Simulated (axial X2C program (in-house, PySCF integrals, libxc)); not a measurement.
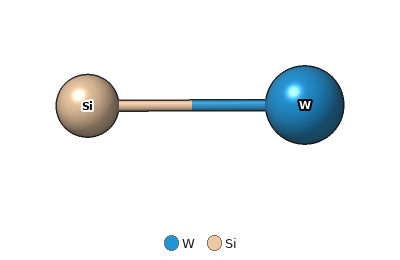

The molecule at the reference distance of 2.287 Å.

# WSi⁻: relativistic diatomic calculation

System: WSi⁻, single determinant with Ω = 3/2 (not the lowest found). The distance is the PBE0 minimum at charge −1.
Method: expectation values, HF and Kohn-Sham, two-component X2C with atomic mean-field Coulomb and Gaunt terms, W dyall-acv3z, Si dyall-av3z (cores contracted) (axial X2C program (in-house, PySCF integrals, libxc)).

**The program's output**
```
two-component X2C + atomic mean field  PBE0
basis functions 256  fitting functions 1275  grid points 5082
iter        total energy     max residual
   1     -16432.202849221     5.38e-06
   2     -16432.202849223     1.76e-05
   3     -16432.202849231     4.20e-06
   4     -16432.202849234     1.96e-06
   5     -16432.202849236     2.11e-06
   6     -16432.202849236     7.47e-07
converged
one-electron -23031.52063995  Coulomb 6723.03384901  exact exchange -85.92348464  xc functional -263.46336228  nuclear repulsion 239.71473131  atomic mean-field constant -14.04394268
```

**Expectation values by level of theory**

```
                                             quantity    PBE0      HF   PBE50    BP86   B3LYP
effective field for an electron dipole moment (GV/cm)    6.23   −12.3    1.34    2.23    2.29
           field gradient at the first nucleus (a.u.)   −6.88   −4.92   −6.84   −7.23   −6.91
          field gradient at the second nucleus (a.u.)  −0.867  −0.616  −0.924  −0.794  −0.867
                           A∥/gI, first nucleus (MHz)     523     192     487     596     599
                          A∥/gI, second nucleus (MHz)   −17.0   −20.9   −21.5  −0.374   −2.64
```

Each column comes from one determinant, in a basis with contracted cores. The levels disagree widely: the effective field runs from −12.3 to 6.23 GV/cm, A∥/gI at the first nucleus runs from 192 to 599 MHz and A∥/gI at the second nucleus runs from −21.5 to −0.374 MHz. They may not all have settled in the same state, and these values aren't reliable properties of the molecule.

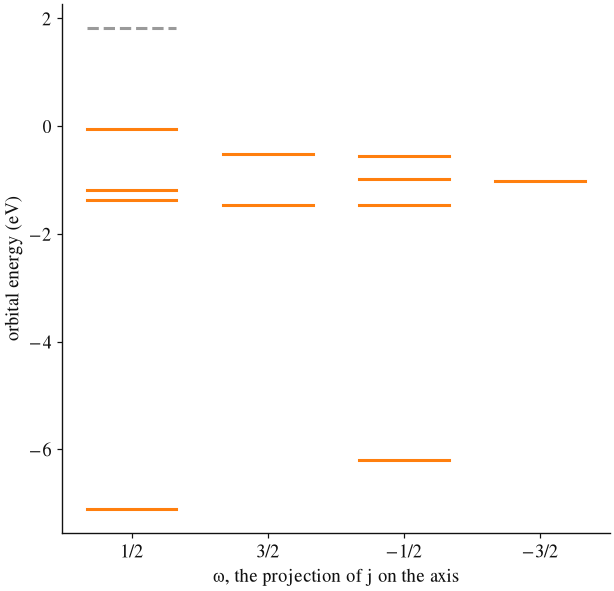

Orbital energies (PBE0) near the frontier at 2.29 Å, filled (solid) and empty (dashed). The highest filled spinor (1/2; 47 % W d, 26 % W s) lies at −0.05 eV, the lowest empty one (1/2; 88 % W p, 9 % W s) at 1.82 eV.

**The input**
```
{"zs": [74, 14], "q": -1, "bas": ["dyall-acv3z", "dyall-av3z"], "r0": 2.53, "levels": ["PBE0", "HF", "PBE50", "BP86", "B3LYP"], "nst": 3}
```

The line is the task of a batch: nuclear charges, charge, bases, the levels to run, a first guess of the distance and further settings. This report covers the levels named above. The log is that of the reference distance, started from orbitals converged before.

Launched within a batch (the task file carries these settings):
```bash
python <driver script> task.json out
```

**Results in brief**

- outcome: converged; the levels of theory disagree widely
- hardware: 1 thread of Arm Neoverse V1, 24 GiB of memory available, shared host
- wall time: 9.4 s
- peak memory: 0.55 GiB
